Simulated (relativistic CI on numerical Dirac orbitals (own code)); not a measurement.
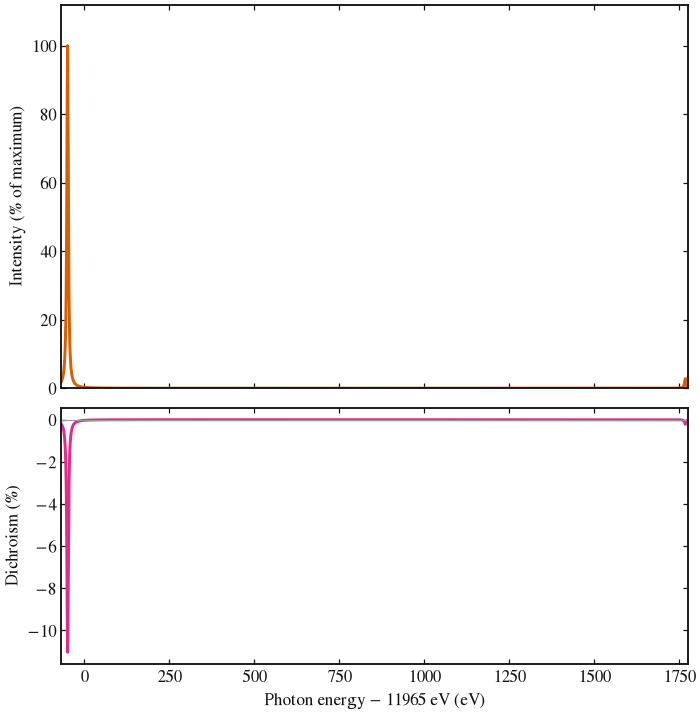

L₂,₃ X-ray absorption of Au IV (Au³⁺), [Xe] 4f¹⁴ 5d⁸, in a field of Td symmetry with 10Dq = −5,800 cm⁻¹. Multiplet model: relativistic Dirac–Coulomb–Breit theory, one configuration a step, Slater integrals scaled by 0.8, 300 K, Voigt broadening (Lorentzian 5 eV, Gaussian 1 eV full widths), computed with a radial Dirac CI code. Dichroism is for the ground state at zero temperature, magnetised by an exchange field of 10 meV on Sz.

Q: Give the peaks, the centroid and the ground-state spin.

A: The main maxima lie at 11915.8 eV (100), heights in % of the largest; the centroid is at 11965.4 eV. The lower edge holds 0.97 of the intensity (branching ratio, edges parted at 12825 eV), and the core spin-orbit splitting of the orbitals is 1850 eV. The ground state has S = 0.98. The circular dichroism (Δm = −1 less Δm = +1) is largest at 11916.0 eV, −11 % of the isotropic maximum; its integrals over the lower and upper edge are −0.036 and −0.001 of the sum over the three polarisations. The magnetised ground state has ⟨Lz⟩ = −0.15 and ⟨Sz⟩ = −0.06.

Note: free-ion energies, so absolute edge positions are off by a few eV from solids.
